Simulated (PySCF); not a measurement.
H6Sb2, SMILES `[SbH3].[SbH3]`.

Computed with PySCF, PBE0/def2-SVPD, geometry: GFN2-xTB. Core potentials replace the inner electrons of Sb; spin–orbit coupling isn't included. GFN2-xTB bond lengths at metals and heavier atoms can be off by up to 0.1 Å and shapes distorted, which carries into these values.

Cartesian coordinates (Å):

```
Sb1     -2.0739    0.0029   -0.0001
H2      -1.0311    1.3155    0.1087
H3      -1.1192   -0.6358   -1.2317
H4      -1.1310   -0.8195    1.1280
Sb5      1.9982   -0.0515    0.0016
H6       3.6340    0.3681   -0.1229
H7       1.8405    1.1248    1.1941
H8       1.6633    1.1229   -1.1536
```

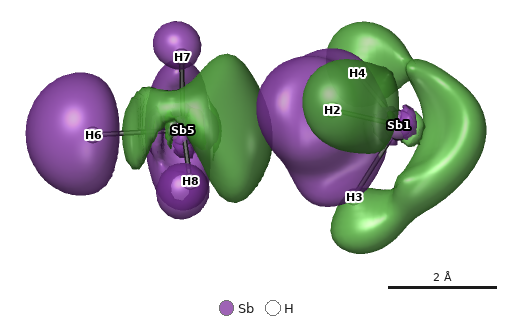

Density of the complex less the densities of the two fragments at the same geometry, ±0.0005 e/Å³ (purple: gain, green: loss). Fragment A: SbH3 (atoms 1–4); fragment B: SbH3.

Q: How is the density rearranged on binding?

A: Hirshfeld charges show 0.010 e passing from A to B. By Hirshfeld charges, electrons gather most on H6 (−0.008 e) and leave Sb1 most (+0.006 e); 0.03 e is displaced in all, which induces a dipole of 0.39 D.

Q: What is the interaction energy, and which contacts carry it?

A: The counterpoise-corrected interaction energy of the frozen fragments is +0.5 kcal/mol without dispersion correction and −1.2 kcal/mol with D3(BJ). The pair geometry is semi-empirical, not a minimum at this level. Contacts: Sb1···Sb5, 4.07 Å, ρ = 0.006 a.u. The pose is a local one from a semi-empirical search, not shown to be the most stable.
